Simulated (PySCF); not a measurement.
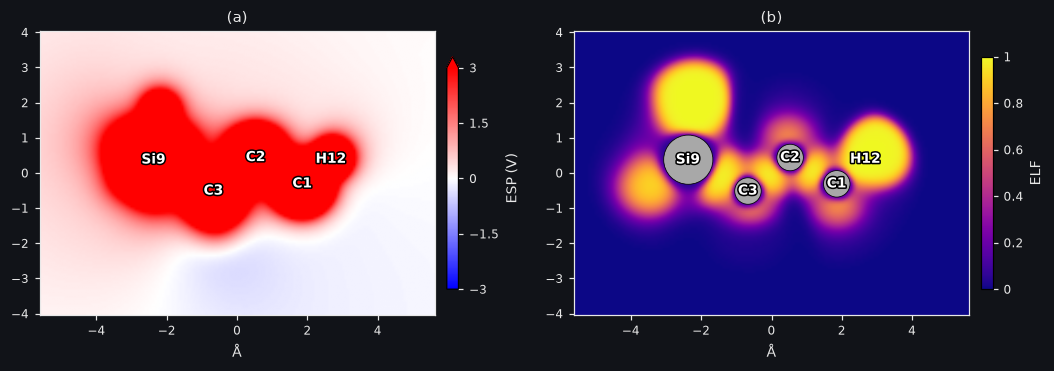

Figure. C₅H₁₀O₃Si. (a) molecular electrostatic potential; (b) ELF on the plane of atoms C2, C3 and Si9. Grey discs cover the atomic cores in the ELF map.

Geometry: GFN2-xTB.

Computed with PySCF 2.14.0, PBE0/pcSseg-1, SCF density, gas phase, non-relativistic.

```tsv
atom	x (Å)	y (Å)	z (Å)
C	-2.5070	0.5302	0.3134
C	-1.3418	-0.4521	0.3165
C	-0.2996	-0.1109	-0.7532
O	0.2151	1.2225	-0.5368
C	0.8811	1.4963	0.5943
O	0.6799	2.5070	1.1981
O	1.8029	0.6270	1.0295
C	2.4524	-0.2578	0.1092
Si	1.1741	-1.3358	-0.8163
H	-3.0328	0.4934	-0.6384
H	-2.1439	1.5432	0.4690
H	-3.2076	0.2874	1.1083
H	-1.7017	-1.4659	0.1269
H	-0.8612	-0.4416	1.2985
H	-0.8029	-0.0118	-1.7195
H	3.1423	-0.8293	0.7294
H	3.0509	0.3433	-0.5835
H	1.6330	-1.5825	-2.1817
H	0.8571	-2.5533	-0.0711
```

Question: Read the bonding off the picture.

Answer: The section cuts through C, Si and H sites. C–C (1.52 Å): the ELF peaks at about 0.95 between the atoms; a shared electron pair. C–Si (1.92 Å): the ELF peaks at about 1 between the atoms (localised, covalent bonding). C–H (1.09 Å): the ELF climbs to about 1 towards the hydrogen, as it does in any bond to H; a covalent bond by its length. Outside the dense part of the molecule the potential is most negative (−0.4 V) near O4, which lies off the plane.
